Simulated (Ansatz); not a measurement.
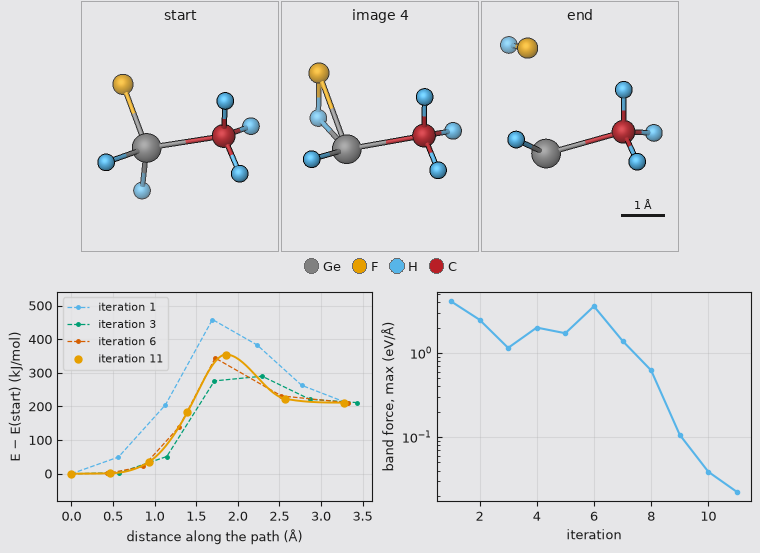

NEB run on CH₅FGe. Images are numbered from 0 (start) to 6 (end). The plot follows the band through its iterations. A ball-and-stick model, seen at a tilt.

Theory: Ansatz 0.2.0, RHF/def2-SVP. Settings: 5 movable images; climbing image; force threshold 0.03 eV/Å; iteration limit 60; starting path through a guess of the saddle point.

Did the band converge, and can the barrier be trusted?

The result is final at these settings. The band converged in 11 iterations. The largest component of the band force went from 4.1 to 0.022 eV/Å. The climbing image converged on the top of the path. Its vibrational analysis gives one imaginary mode (1892i cm⁻¹), as a transition state must have. The first iteration put the highest image at 458.6 kJ/mol. The energy climbs by 354.4 kJ/mol to image 4 and then falls by 143.1 kJ/mol, so the end point sits at +211.3 kJ/mol.

Limits of the set-up: Hartree-Fock leaves out electron correlation.

Cost: 92 s on 1 thread of Arm Neoverse V2, on a shared host, peak memory 0.16 GiB.
